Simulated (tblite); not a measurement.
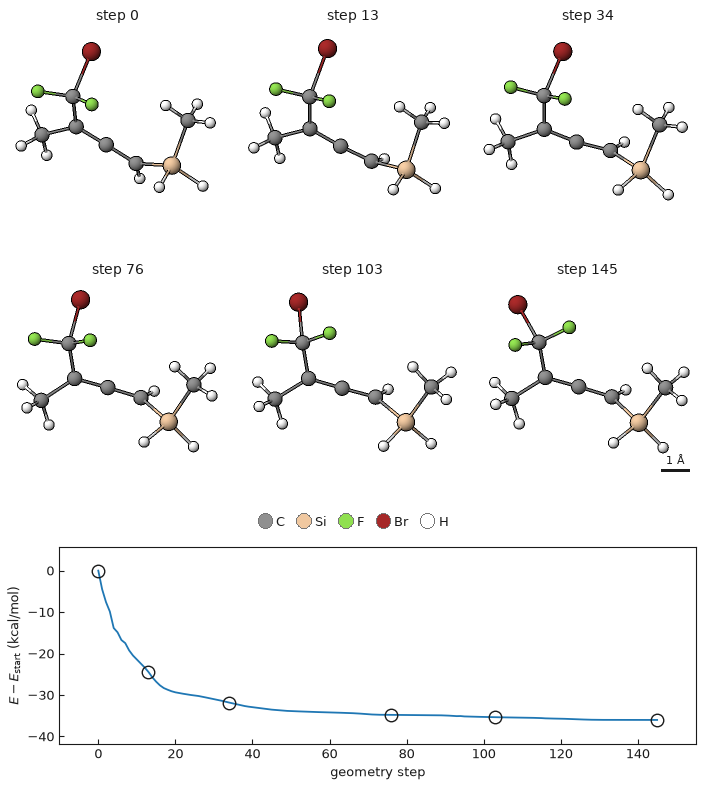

Frames of a relaxation of C$_{6}$H$_{9}$BrF$_{2}$Si, marked on the history of the run. The picture is a ball-and-stick view, seen at a tilt.

Method: GFN2-xTB geometry optimisation, gas phase (tblite). 

Q: Describe the path.

A: The Br atom moves most after the best rigid fit: 1.82 Å. By element the largest moves are Br 1.82 Å, H 1.68 Å, F 1.56 Å, C 0.80 Å, Si 0.18 Å. Some distances before and after: C–Si 1.817 → 1.904 Å, Br–C 1.946 → 2.015 Å, C–Si 1.843 → 1.896 Å, C–C 1.516 → 1.487 Å. Among the angles between lasting bonds that change: C–Si–C 113.5° → 107.1°, H–Si–H 106.1° → 111.0°, F–C–Br 109.8° → 106.1°. Groups turn about C–Si by about 40°, C–C by about 25°. The energy falls by 36.0 kcal/mol in 145 geometry steps. The run took 2.9 s on 1 thread of Arm Neoverse N1, with other jobs on the host. From step 0 to 13: an H atom moves most (0.81 Å), energy −24.4 kcal/mol. From step 13 to 34: an H atom moves most (0.64 Å), energy −7.42 kcal/mol. From step 34 to 76: H atoms move most (0.60 Å), energy −2.96 kcal/mol. From step 76 to 103: the Br atom moves most (0.69 Å), energy −0.57 kcal/mol. From step 103 to 145: the Br atom moves most (0.60 Å), energy −0.66 kcal/mol.
